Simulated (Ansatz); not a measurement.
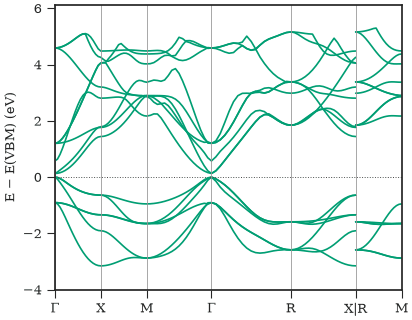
Figure: Band structure from LDA (plane waves, PAW; program Ansatz)

Problem. Read off the gap and where the band edges lie.

Solution. About 0.1 eV (0.13 eV by a search for the band edges); maximum at Γ, minimum at Γ.

The material is Sr3BiN (anti-perovskite, space group No. 221).

Space group Pm-3m (anti-perovskite). The first step of the workflow began from a Materials Project structure, measured or hypothetical; the Crystallography Open Database copy checked does not list it. Whether it is the stable phase at ambient conditions was not checked. Symmetry was held in the LDA relaxation; of distortions, only those at the zone centre were tested. Scalar-relativistic: spin–orbit coupling is off unless named, which matters more the heavier the elements.

Potentials: the later of the program's two PAW sets.
